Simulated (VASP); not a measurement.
Band structure of Au (space group Fm-3m). Calculation: PBEsol GGA, VASP's PBE PAW potentials (set 64) (plane waves; VASP).

Unless said otherwise, spin-orbit coupling is left out, though it shifts the bands of the heavy elements here.

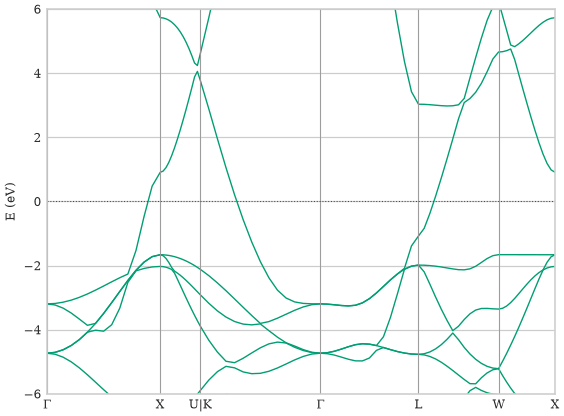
Figure. Bands along high-symmetry lines, zero at the valence-band maximum or, without a gap, the Fermi level

Q: Read the plot: is there a gap, and where are the band edges?

A: It has no gap at this level: it comes out as a metal or semimetal. (Edges off the drawn lines would not show.)

The structure comes from a measured Au entry (Fm-3m) of the Crystallography Open Database, whose conditions weren't checked. It was relaxed first.
